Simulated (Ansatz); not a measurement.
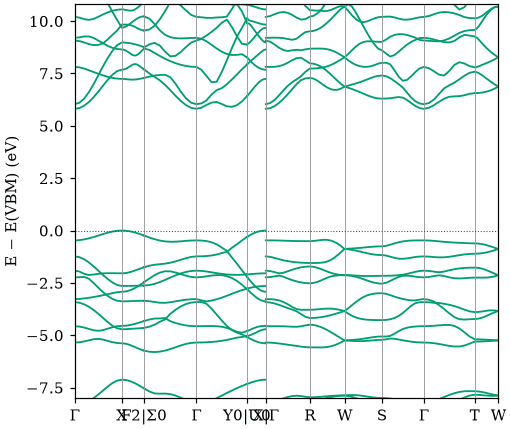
*Band structure from r²SCAN (plane waves, PAW; program Ansatz)*

Problem. Read off the gap and where the band edges lie.

Solution. About 5.8 eV (5.81 eV by a search for the band edges); maximum at X, minimum at Γ.

The material is PNO in space group I2_12_12_1 (No. 24; P on 4c, N on 4a, O on 4b).

The first step of the workflow began from a Materials Project structure, measured or hypothetical; the Crystallography Open Database copy checked does not list it. Whether it is the stable phase at ambient conditions was not checked. The cell was relaxed with r²SCAN under the symmetry of its start; its stability against distortions is not shown here.

Potentials: the later of the program's two PAW sets.
